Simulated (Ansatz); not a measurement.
```xyz
18
Lattice="6.6321 0.0000 0.0000 -3.3161 5.7436 0.0000 0.0000 0.0000 10.1676" Properties=species:S:1:pos:R:3 pbc="T T T"
Ca    0.0000    0.0000    1.6118
Ca    3.3161    1.9145    5.0010
Ca    0.0000    3.8291    8.3902
Ca    3.3161    1.9145    1.7774
Ca    0.0000    3.8291    5.1666
Ca    0.0000    0.0000    8.5558
Pd    0.0000    3.8291    1.6946
Pd    0.0000    0.0000    5.0838
Pd    3.3161    1.9145    8.4730
S     3.3161    0.0000    0.0000
S     0.0000    1.9145    3.3892
S     3.3160    3.8291    6.7784
S     1.6580    2.8718    0.0000
S    -1.6580    4.7863    3.3892
S     4.9741    0.9573    6.7784
S    -1.6580    2.8718    0.0000
S     1.6581    4.7863    3.3892
S     1.6580    0.9573    6.7784
```

Space group R-3m; a structure from a database of computed crystals, not necessarily the ambient phase; started from the Mg2SiNi3-166 prototype, which need not be the ambient phase.

Theory: DFT, r2SCAN+rVV10, plane waves, PAW in Ansatz.

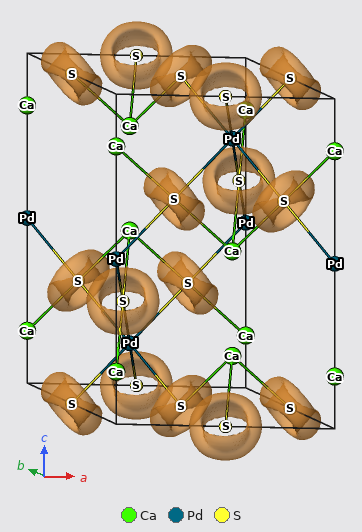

Ca2PdS3. Isosurface of the ELF at 0.85 (orange), seen slightly off an axis. Core shells and regions of very low density are left out. Sticks mark near contacts.

In a PAW calculation such maps are meaningful between the atoms, not at the nuclei.

Question: Identify the bonds, lone pairs and shells in this picture.

Answer: The surface consists of nine regions wrapped around S (the valence shell of each), counted in one cell of 18 atoms. Any copies at cell faces, edges or corners count once.

Values along the shortest contacts:
Pd–S (2.56 Å): the ELF peaks at about 0.80 in the valence shell of S, 0.8 Å from its nucleus, and drops to about 0.20 between the two atoms. Ca–S (2.61 Å): the ELF peaks at about 0.90 in the valence shell of S, 0.8 Å from its nucleus, and is about 0.35 at the midpoint (a closed-shell, largely ionic contact).
